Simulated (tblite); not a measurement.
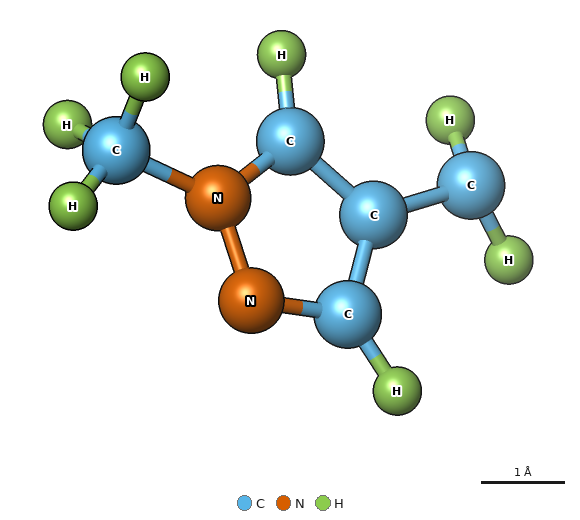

Starting structure of C₅H₇N₂ (multiplicity 2). Style: ball-and-stick. Shown at a tilt.

All numbers below come from tblite 0.8.0, GFN2-xTB geometry optimisation, gas phase.

```xyz
14

C    -2.4950   -0.7795    0.0029
C    -1.2049   -0.0559    0.0396
C    -0.9629    1.3071    0.1368
N     0.3615    1.4740    0.1362
N     0.9459    0.2979    0.0816
C     2.3882    0.0552    0.0586
C     0.0210   -0.6896    0.0085
H    -2.3907   -1.7165   -0.5365
H    -3.3144   -0.1208   -0.3618
H    -1.7316    2.1020    0.1853
H     2.5933   -0.4506   -0.9039
H     2.9742    0.9646    0.2378
H     2.5701   -0.6301    0.9478
H     0.2446   -1.7581   -0.0552
```

**Where does the relaxation end?**

The atom that moves furthest after the best rigid fit is H8 (0.31 Å). Largest moves by element: H 0.31 Å, C 0.22 Å, N 0.08 Å. Among the contacts that change: C1–C2 1.480 → 1.379 Å, C2–C3 1.388 → 1.434 Å, C6–H13 1.137 → 1.092 Å, C1–H9 1.113 → 1.073 Å. Among the angles between lasting bonds that change: C2–C1–H8 110.5° → 121.0°, N5–C6–H13 104.2° → 110.7°, C1–C2–C7 123.3° → 129.4°. Over 48 geometry steps the energy falls by 73.8 kJ/mol.

Final geometry:

```xyz
14

C    -2.4961   -0.6907   -0.2017
C    -1.2433   -0.1280   -0.0764
C    -0.9065    1.2549    0.0942
N     0.3892    1.4287    0.1778
N     0.9438    0.2171    0.0708
C     2.3677    0.0690    0.1209
C     0.0223   -0.7503   -0.0825
H    -2.6166   -1.7505   -0.3254
H    -3.3766   -0.0774   -0.1765
H    -1.5774    2.0883    0.1504
H     2.7451   -0.3621   -0.8091
H     2.7972    1.0585    0.2623
H     2.6604   -0.5756    0.9524
H     0.2901   -1.7823   -0.1795
```

The end point in the same view:

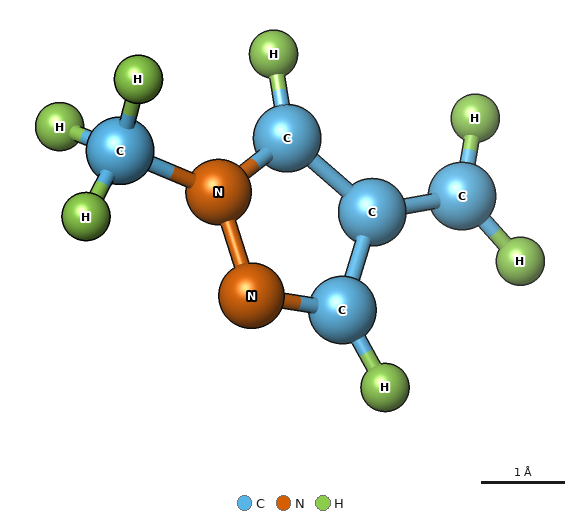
